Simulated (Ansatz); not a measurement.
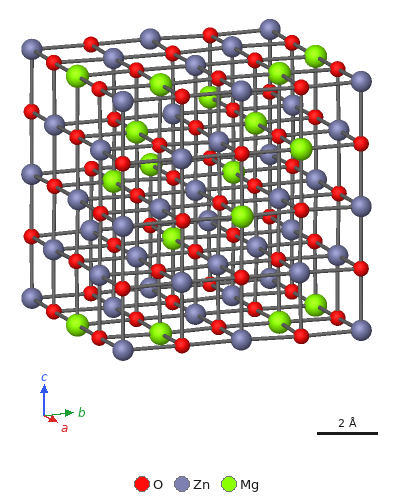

Starting frame of a dynamics run of a 64-atom cell of O32Zn22Mg10. Style: ball-and-stick. Shown: the simulation cell, slightly off an axis. Bonds to atoms that aren't drawn are left out.

These are results of DFT, PBEsol, PAW, plane waves in Ansatz 0.2.0, not measurements.

Set-up: plane-wave cutoff 420 eV; k-point mesh 1 × 1 × 1; Fermi-Dirac smearing 0.01 eV; Langevin thermostat (NVT); set temperature 600 K, then 600 K at the end of 120 steps, then 600 K at the end of 120 steps; time step 2.5 fs. The run takes 598 fs.

Q: Predict how the run goes.

A: The mean temperature in the second half is 618 K (standard deviation 44 K). The potential energy in the second half lies on average 75.2 meV per atom above the first frame. In the second half of the run the atoms are, in the root-mean-square, this far from where they began (common drift taken out): Zn 0.18 Å, O 0.18 Å, Mg 0.16 Å. That is small against the typical shortest distance between atoms in the first frame, about 2.1 Å: the atoms vibrate about their sites and the arrangement holds.

Along the run:

| time (fs) | potential energy (meV/atom) | T (K) |
| --- | --- | --- |
| 0.0 | 0.0 | 591 |
| 97.5 | 67.1 | 497 |
| 197.5 | 60.1 | 517 |
| 297.5 | 75.3 | 612 |
| 397.5 | 75.7 | 548 |
| 497.5 | 72.6 | 653 |
| 597.5 | 77.3 | 659 |

The frame at 598 fs:

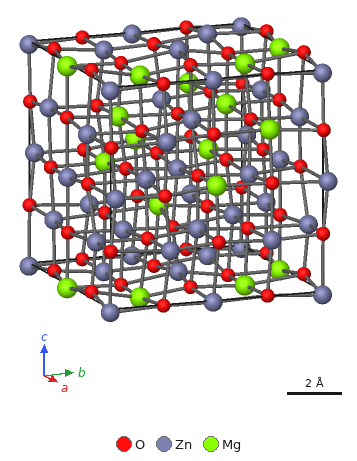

Limits of the set-up: the program's low-accuracy preset was used.
